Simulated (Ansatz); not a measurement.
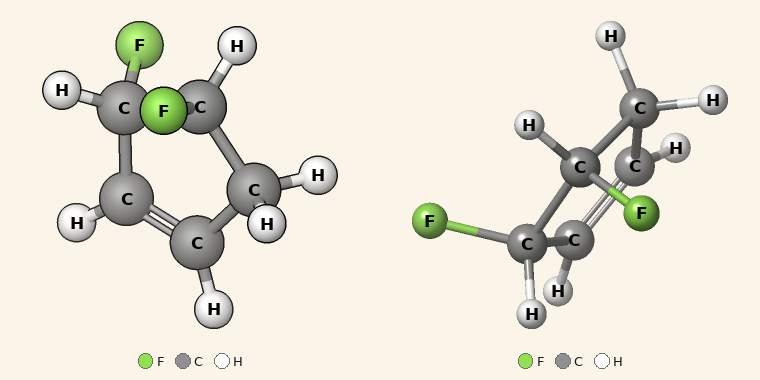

Both panels show the same species.

The geometry was computed by an optimisation with PBE0-D4/def2-TZVP.

Description:

It has 13 atoms: 5 carbon, 6 hydrogen and 2 fluorine (C₅H₆F₂). As SMILES it reads `F[C@H]1C=CC[C@@H]1F`. Independent rings (smallest set): 1 of 5 members. Among its groups: alkene, C–F bond. This geometry has C1 symmetry. Coordination: 3 C tetrahedral; 2 C trigonal planar.

More results for the same structure follow; atom numbers are the same in all pictures, views and colours differ.

## Vibrations

Harmonic vibrations computed with RKS PBE0-D4/def2-TZVP (Ansatz 0.2.0) at a stationary point of the same level.

How many vibrational modes are there, and where do they lie?

33 modes: 55, 231, 319, 373, 457, 564, 702, 771, 815, 878, 958, 978, 995, 1018, 1052, 1079, 1109, 1135, 1208, 1282, 1307, 1323, 1343, 1391, 1405, 1459, 1700, 3059, 3086, 3102, 3109, 3203, 3233 cm⁻¹.

## Levels of theory compared

Program: Ansatz 0.2.0.

Compare vertical IP (eV) at these levels: B2PLYP (frozen core)/def2-TZVPP; B3LYP-D4/def2-TZVPP; CCSD(T)/CBS (MP2 limit from def2-TZVPP and def2-QZVPP plus CCSD(T) − MP2); PBE-D4/def2-TZVPP; PBE0-D4/def2-TZVPP; r2SCAN-D4/def2-TZVPP; ωB97M-V/def2-TZVPP; ωB97X-V/def2-TZVPP.

```json
{"level": "B2PLYP (frozen core)/def2-TZVPP", "vertical IP (eV)": "10.17"}
{"level": "B3LYP-D4/def2-TZVPP", "vertical IP (eV)": "10.11"}
{"level": "CCSD(T)/CBS (MP2 limit from def2-TZVPP and def2-QZVPP plus CCSD(T) − MP2)", "vertical IP (eV)": "10.47"}
{"level": "PBE-D4/def2-TZVPP", "vertical IP (eV)": "9.85"}
{"level": "PBE0-D4/def2-TZVPP", "vertical IP (eV)": "10.05"}
{"level": "r2SCAN-D4/def2-TZVPP", "vertical IP (eV)": "9.89"}
{"level": "ωB97M-V/def2-TZVPP", "vertical IP (eV)": "10.11"}
{"level": "ωB97X-V/def2-TZVPP", "vertical IP (eV)": "10.12"}
```

## Dipole moment

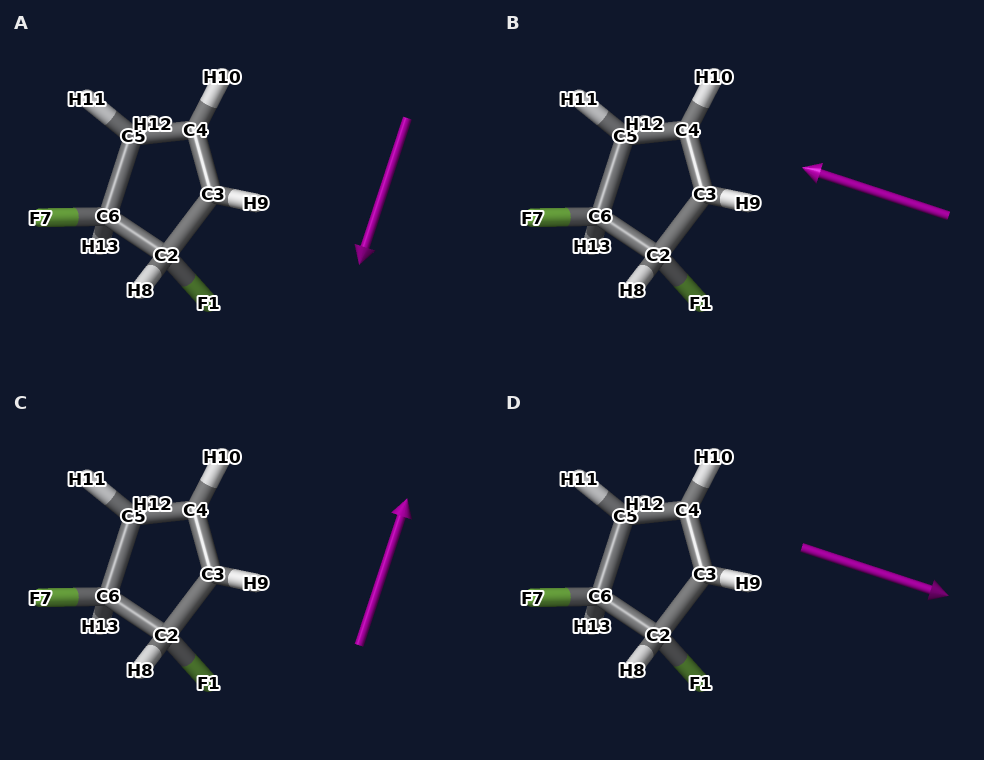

The same molecule four times, each with an arrow. Level of theory: RKS B3LYP-D4/def2-TZVPP (Ansatz 0.2.0).

Which arrow points along the dipole moment, from the negative to the positive end?

C. The dipole moment is 1.84 D; it points from the side of H8 to the side of H10 (the outermost atoms at the two ends).
